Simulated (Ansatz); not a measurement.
Start from MgSe in the rock salt structure (space group Fm-3m, No. 225; a = 5.508 Å).

One thing is altered: the cell is scaled by 1.0250 in all directions, atoms relaxed at fixed cell.

Level of theory: PBE, PAW, 420 eV (Ansatz, a quantum-chemistry and plane-wave program; scalar-relativistic without spin-orbit coupling).

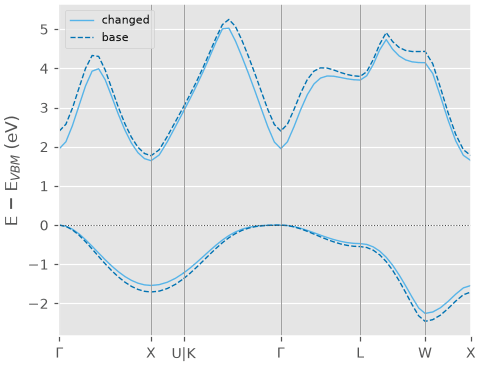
Highest valence and lowest conduction band along the path, each from its own valence-band maximum

The gap is 1.65 eV, indirect, Γ → X; the base has 1.77 eV.

The cells carry an imposed strain or load. Whether these cells are dynamically stable was not tested.
